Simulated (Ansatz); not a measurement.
# K+ with Si2H6: structure and interaction energy, part 3 of 3

Ansatz 0.2.0, Gaussian basis. The steps go on from the part before.

## 12. wB97M-V/def2-SVP

The inputs:

ab/in.yaml

```yaml
crystal:
  periodic: [false, false, false]
  atoms:
    - {symbol: K, position_ang: [-0.540492, 0.311998, -4.227386]}
    - {symbol: Si, position_ang: [-0.399479, -0.304258, 1.619321]}
    - {symbol: Si, position_ang: [0.539247, 0.216277, -0.459983]}
    - {symbol: H, position_ang: [-1.811055, -0.698419, 1.384671]}
    - {symbol: H, position_ang: [0.368621, -1.427544, 2.206846]}
    - {symbol: H, position_ang: [-0.326853, 0.903471, 2.475470]}
    - {symbol: H, position_ang: [-0.235216, 1.303195, -1.152210]}
    - {symbol: H, position_ang: [0.444893, -0.947782, -1.406945]}
    - {symbol: H, position_ang: [1.960332, 0.643163, -0.439783]}
basis:
  gaussian: {orbitals: def2-SVP}
total_charge: 1
hamiltonian: {xc: {name: wB97M-V}}
```

a/in.yaml

```yaml
crystal:
  periodic: [false, false, false]
  atoms:
    - {symbol: K, position_ang: [-0.540492, 0.311998, -4.227386]}
basis:
  gaussian:
    orbitals: def2-SVP
    ghost_atoms:
      - {symbol: Si, position_ang: [-0.399479, -0.304258, 1.619321]}
      - {symbol: Si, position_ang: [0.539247, 0.216277, -0.459983]}
      - {symbol: H, position_ang: [-1.811055, -0.698419, 1.384671]}
      - {symbol: H, position_ang: [0.368621, -1.427544, 2.206846]}
      - {symbol: H, position_ang: [-0.326853, 0.903471, 2.475470]}
      - {symbol: H, position_ang: [-0.235216, 1.303195, -1.152210]}
      - {symbol: H, position_ang: [0.444893, -0.947782, -1.406945]}
      - {symbol: H, position_ang: [1.960332, 0.643163, -0.439783]}
total_charge: 1
hamiltonian: {xc: {name: wB97M-V}}
```

b/in.yaml

```yaml
crystal:
  periodic: [false, false, false]
  atoms:
    - {symbol: Si, position_ang: [-0.399479, -0.304258, 1.619321]}
    - {symbol: Si, position_ang: [0.539247, 0.216277, -0.459983]}
    - {symbol: H, position_ang: [-1.811055, -0.698419, 1.384671]}
    - {symbol: H, position_ang: [0.368621, -1.427544, 2.206846]}
    - {symbol: H, position_ang: [-0.326853, 0.903471, 2.475470]}
    - {symbol: H, position_ang: [-0.235216, 1.303195, -1.152210]}
    - {symbol: H, position_ang: [0.444893, -0.947782, -1.406945]}
    - {symbol: H, position_ang: [1.960332, 0.643163, -0.439783]}
basis:
  gaussian:
    orbitals: def2-SVP
    ghost_atoms:
      - {symbol: K, position_ang: [-0.540492, 0.311998, -4.227386]}
hamiltonian: {xc: {name: wB97M-V}}
```

Each run has its own folder and the same command.

The run is started by

```
ansatz run in.yaml --threads 4 --pin off --events-out ev --progress --plain --max-ram 9574MiB
```

Output in ab, shortened:

```text
Functional definition: wB97M-V
  name "wB97M-V"
  cite "Mardirossian & Head-Gordon, J. Chem. Phys. 144, 214110 (2016) doi:10.1063/1.4952647"
  cite "Becke, J. Chem. Phys. 107, 8554 (1997) doi:10.1063/1.475007"
  cite "Vydrov & Van Voorhis, J. Chem. Phys. 133, 244103 (2010) doi:10.1063/1.3521275"
  # Of w^i u^j: cxij and so on, Table III.
[...]
  gx(w, u) = 1 - cx + cx01*u + cx10*w
[...]
871 factors; integrals over basis functions are off by at most 1.2e-3 eV
354 factors; integrals over basis functions are off by at most 8.4e-5 eV
[...]
mean field -32163.10539813 eV, -1181.9723224453 hartree, gradient 3.3e-5 eV, S^2 0.000000; 0 other end points of the search recorded, 0 dependent functions left out
reference -32163.10547557 eV, -1181.9723252914 hartree; 26, 26 occupied and 64, 64 virtual orbitals, 871 factors
Total energy: -32163.10547557 eV, -1181.9723252914 hartree
```

a printed, shortened:

```text
[... 5 set-up lines as earlier in the session ...]
  # Of w^i u^j: cxij and so on, Table III.
[...]
  gx(w, u) = 1 - cx + cx01*u + cx10*w
[...]
      + integral(e_c_pw_mod_opposite_spin*gos(b97_w_opposite, b97_u_opposite)) + vv10(b, c)
810 factors; their error is unknown
280 factors; integrals over basis functions are off by at most 1.2e-4 eV
[...]
mean field -16317.28259900 eV, -599.6490752619 hartree, gradient 5.2e-5 eV, S^2 0.000000; 0 other end points of the search recorded, 0 dependent functions left out
reference -16317.28261916 eV, -599.6490760027 hartree; 9, 9 occupied and 81, 81 virtual orbitals, 810 factors
Total energy: -16317.28261916 eV, -599.6490760027 hartree
```

Output in b, shortened:

```text
[... 5 set-up lines as earlier in the session ...]
  # Of w^i u^j: cxij and so on, Table III.
[...]
  gx(w, u) = 1 - cx + cx01*u + cx10*w
[...]
      + integral(e_c_pw_mod_opposite_spin*gos(b97_w_opposite, b97_u_opposite)) + vv10(b, c)
922 factors; their error is unknown
313 factors; integrals over basis functions are off by at most 6.6e-5 eV
[...]
mean field -15845.52774546 eV, -582.3124041611 hartree, gradient 8.7e-5 eV, S^2 0.000000; 0 other end points of the search recorded, 0 dependent functions left out
reference -15845.52782110 eV, -582.3124069410 hartree; 17, 17 occupied and 73, 73 virtual orbitals, 922 factors
Total energy: -15845.52782110 eV, -582.3124069410 hartree
```

Times: 5.5 s (ab), 2.5 s (a), 4.2 s (b) on 4 threads of Arm Neoverse V1, shared host.

Interaction energy, ab − a − b: -295 meV.

## 13. CCSD(T)/def2-SVP

The same edit goes into each in.yaml of step 12 (ab, a, b):

```diff
-hamiltonian: {xc: {name: wB97M-V}}
+correlation: {method: ccsd_t}
```

The same command starts each run, in its folder.

The run is started by

```
ansatz run in.yaml --threads 4 --pin off --events-out ev --progress --plain --max-ram 9574MiB
```

ab printed, shortened:

```text
[... 4 set-up lines as earlier in the session ...]
[...]
871 factors; integrals over basis functions are off by at most 1.2e-3 eV
[...]
mean field -32112.06752210 eV, -1180.0967150960 hartree, gradient 2.4e-6 eV, S^2 0.000000; 0 other end points of the search recorded, 0 dependent functions left out
15 core orbitals not correlated: weight in the atoms' cores, before any rotation towards them, 1.000 or more for the frozen orbitals, at most 0.000 for the correlated occupied ones
reference -32112.06752210 eV, -1180.0967150960 hartree; 11, 11 occupied and 64, 64 virtual orbitals, 871 factors
second order -6.97370962 eV of doubles, -0.00000000 eV of singles
cycle   1  -8.08736956 eV  change    -1.1e0 eV  update   7.4e-2
[...]
cycle   8  -8.45802312 eV  change   -4.4e-6 eV  update   1.2e-5
perturbative correction -0.17248299 eV, -0.0063386330 hartree
Total energy: -32120.69802821 eV, -1180.4138803454 hartree
```

a printed, shortened:

```text
[... 4 set-up lines as earlier in the session ...]
[...]
736 factors; integrals over basis functions are off by at most 1.7e-3 eV
[...]
mean field -16297.74886227 eV, -598.9312236773 hartree, gradient 6.8e-7 eV, S^2 0.000000; 0 other end points of the search recorded, 0 dependent functions left out
5 core orbitals not correlated: weight in the atoms' cores, before any rotation towards them, 1.000 or more for the frozen orbitals, at most 0.000 for the correlated occupied ones
reference -16297.74886227 eV, -598.9312236773 hartree; 4, 4 occupied and 81, 81 virtual orbitals, 736 factors
second order -1.14394517 eV of doubles, -0.00000000 eV of singles
cycle   1  -1.24830699 eV  change   -1.0e-1 eV  update   1.3e-2
[...]
cycle   5  -1.26220088 eV  change    3.3e-6 eV  update   3.3e-6
perturbative correction -0.00674366 eV, -0.0002478248 hartree
Total energy: -16299.01780680 eV, -598.9778565288 hartree
```

Output in b, shortened:

```text
[... 4 set-up lines as earlier in the session ...]
[...]
774 factors; integrals over basis functions are off by at most 1.2e-3 eV
[...]
mean field -15814.08731005 eV, -581.1569894709 hartree, gradient 5.7e-7 eV, S^2 0.000000; 0 other end points of the search recorded, 0 dependent functions left out
10 core orbitals not correlated: weight in the atoms' cores, before any rotation towards them, 1.000 or more for the frozen orbitals, at most 0.000 for the correlated occupied ones
reference -15814.08731005 eV, -581.1569894709 hartree; 7, 7 occupied and 73, 73 virtual orbitals, 774 factors
second order -5.80787098 eV of doubles, -0.00000000 eV of singles
cycle   1  -6.81956126 eV  change    -1.0e0 eV  update   7.2e-2
[...]
cycle   8  -7.17765399 eV  change   -7.6e-6 eV  update   7.7e-6
perturbative correction -0.16404024 eV, -0.0060283678 hartree
Total energy: -15821.42900429 eV, -581.4267917577 hartree
```

Times: 1.3 s (ab), 0.5 s (a), 0.9 s (b) on 4 threads of Arm Neoverse V1, shared host.

Interaction energy, ab − a − b: -251 meV.

## 14. Vibrations of the pair

vib/in.yaml reads:

```yaml
crystal:
  periodic: [false, false, false]
  atoms:
    - {symbol: K, position_ang: [-0.540492, 0.311998, -4.227386]}
    - {symbol: Si, position_ang: [-0.399479, -0.304258, 1.619321]}
    - {symbol: Si, position_ang: [0.539247, 0.216277, -0.459983]}
    - {symbol: H, position_ang: [-1.811055, -0.698419, 1.384671]}
    - {symbol: H, position_ang: [0.368621, -1.427544, 2.206846]}
    - {symbol: H, position_ang: [-0.326853, 0.903471, 2.475470]}
    - {symbol: H, position_ang: [-0.235216, 1.303195, -1.152210]}
    - {symbol: H, position_ang: [0.444893, -0.947782, -1.406945]}
    - {symbol: H, position_ang: [1.960332, 0.643163, -0.439783]}
basis:
  gaussian: {orbitals: def2-TZVP}
total_charge: 1
hamiltonian: {xc: pbe0, dispersion: d4}
phonons: {temperatures: {t_min: 298.15, t_max: 900, t_step: 200}}
```

The run is started by

```
ansatz run in.yaml --threads 4 --pin off --events-out ev --progress --plain --max-ram 9574MiB
```

The program printed, shortened:

```text
[... 5 set-up lines as earlier in the session ...]
[...]
1154 factors; their error is unknown
[...]
mean field -32161.83851936 eV, -1181.9257655093 hartree, gradient 3.8e-5 eV, S^2 0.000000; 0 other end points of the search recorded, 0 dependent functions left out
[...]
WARN: phonons: modes at or below zero, which the zero-point energy, F, S and C_V leave out: 1, the lowest at -59.80 cm⁻¹. A minimum has none, and a first-order saddle one
[...]
Atom 6 at    -0.235216     1.303195    -1.152210 Å, force    -0.000167     0.000193     0.000509 eV/Å
Atom 7 at     0.444893    -0.947782    -1.406945 Å, force     0.000286     0.000430    -0.000392 eV/Å
Atom 8 at     1.960332     0.643163    -0.439783 Å, force     0.000057     0.000009     0.000028 eV/Å
Dipole moment:    -0.363151     0.168059    -2.471024 e Å
Vibrations: -59.80 23.46 34.29 123.91 364.74 369.06 429.17 622.80 629.05 829.91 905.40 924.60 928.68 939.05 972.61 2125.81 2138.91 2236.30 2243.43 2256.25 2262.59 cm⁻¹, zero-point energy 1.324153 eV
```

Run time: 70 s. Hardware: 4 threads of Arm Neoverse V1, shared host.

The modes, with what each moves most:

```csv
mode,wavenumber (cm⁻¹),character
1,60i,"not assigned (largely outside the bonds, angles and torsions drawn)"
2,23,"not assigned (largely outside the bonds, angles and torsions drawn)"
3,34,"not assigned (largely outside the bonds, angles and torsions drawn)"
4,124,torsion
5,365,bend
6,369,bend
7,429,Si–Si stretch
8,623,bend
9,629,bend
10,830,bend
11,905,bend
12,925,bend with wag or twist
13,929,bend with wag or twist
14,939,bend with wag or twist
15,973,bend with wag or twist
16,2126,Si–H stretch
17,2139,Si–H stretch
18,2236,Si–H stretch
19,2243,Si–H stretch
20,2256,Si–H stretch
21,2263,Si–H stretch
```

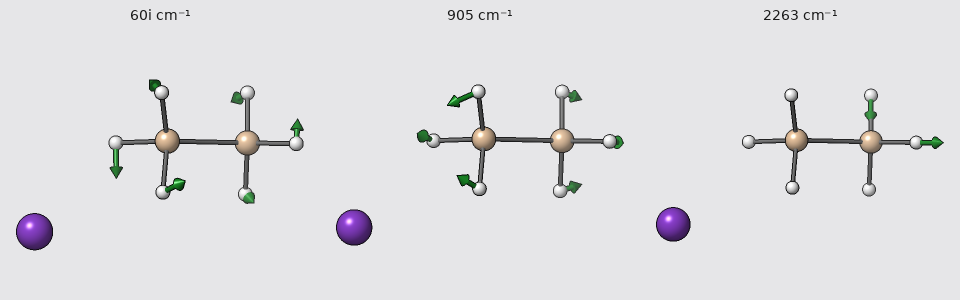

How the atoms move in 3 of the modes.

Vibrational sums (real modes only):

```csv
T (K),entropy (J/mol/K),heat capacity (J/mol/K)
298,81.9,63.8
498,121.9,92.2
698,156.3,111.5
898,186.2,125.4
```

Modes under 50 cm⁻¹ weigh heavily in the entropy, and the harmonic picture is poor for them.

## 15. The ladder

The basis limit takes Hartree-Fock with exponent 7.88 and MP2 correlation with exponent 2.97 from the triple- and quadruple-zeta runs, and adds the coupled-cluster step over MP2 from triple zeta. Where a quadruple-zeta run was CCSD(T), only its Hartree-Fock and MP2 parts are used.

Rows are in def2-TZVPPD; times add the 3 runs of a level on a shared host, so small differences are noise.

```csv
method,rung,interaction (meV),from CCSD(T)/CBS (meV),time
PBE-D4,GGA,-411,-103,5.8 s
revPBE-D4,GGA,-460,-152,5.3 s
BLYP-D4,GGA,-481,-173,6.2 s
r2SCAN-D4,meta-GGA,-324,-16,9.8 s
B97M-V,meta-GGA,-310,-2,24 s
PBE0-D4,hybrid,-391,-83,7.1 s
B3LYP-D4,hybrid,-454,-146,7.6 s
HSE06-D4,screened hybrid,-391,-83,6.5 s
wB97X-V,range-separated hybrid,-308,0,22 s
wB97M-V,range-separated hybrid,-315,-7,26 s
B2PLYP,double hybrid,-294,+14,13 s
Hartree-Fock,wavefunction,-266,+42,
MP2,wavefunction,-297,+11,
CCSD,wavefunction,-291,+17,
CCSD(T),wavefunction,-294,+14,97 s
CCSD(T)/CBS,,-308,0,2.2 min
```

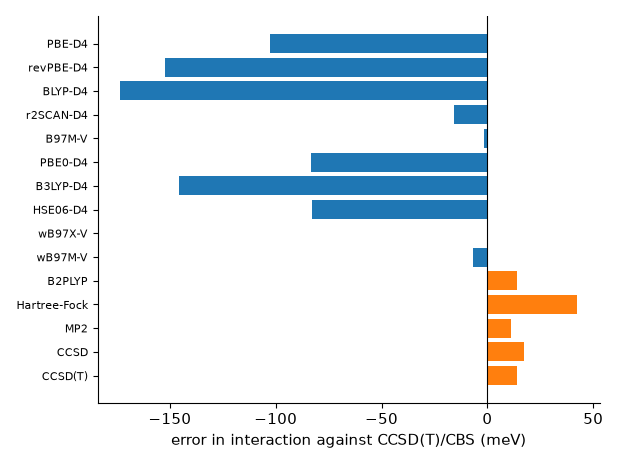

Deviations from CCSD(T)/CBS, method by method.

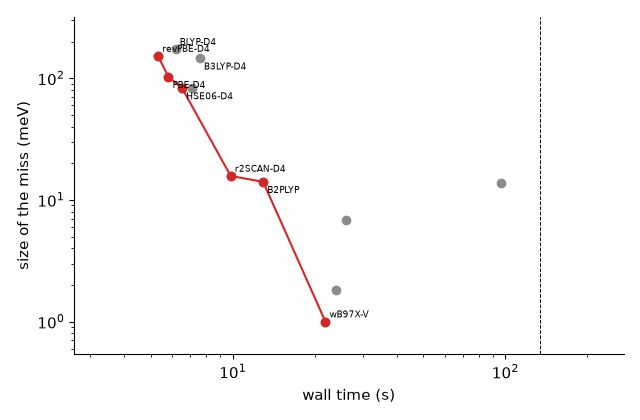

Miss against cost. Red marks the levels that no quicker level drawn beats (of those quicker than the yardstick), and the dashed line is the time of CCSD(T)/CBS. Only those levels and the largest misses are named. Misses under 1 meV are drawn at that value. Times are from a shared host.

wB97X-V reaches 0 meV from the reference in 22 s, where CCSD(T)/CBS took 2.2 min; the quickest level in the cost chart, revPBE-D4, takes 5.3 s and misses by 152 meV.

## 16. Outcome

What follows sums up all 3 parts.

| quantity | value |
| --- | --- |
| interaction energy, CCSD(T)/CBS | -308 meV |
| of it Hartree-Fock (basis limit) | -269 meV |
| D4 term of PBE0-D4 | -91 meV |
| shortest contact | K1–H8 3.24 Å |
| lowest wavenumber | 60i cm⁻¹ |

**Reading.** The pair is bound by 308 meV at fixed fragment shapes. Hartree-Fock gives 87 % of it, so electrostatics, induction and charge transfer lead. The functionals run from wB97X-V, off by 0 meV, to BLYP-D4, off by -173 meV, against CCSD(T)/CBS. By rung, the mean size of the error is: GGA 143, meta-GGA 9, hybrid 114, screened hybrid 83, range-separated hybrid 4, double hybrid 14 meV. The double hybrids carry no dispersion term here, unlike the levels marked D4 or V. PBE-D4 gives an interaction energy 103 meV too low, an error of 33 % of the reference. CCSD(T) moves by -14 meV from triple zeta to the limit; gaps between functionals far smaller than that don't rank them. An imaginary mode remains, so this is not a true minimum. A lower arrangement may exist.
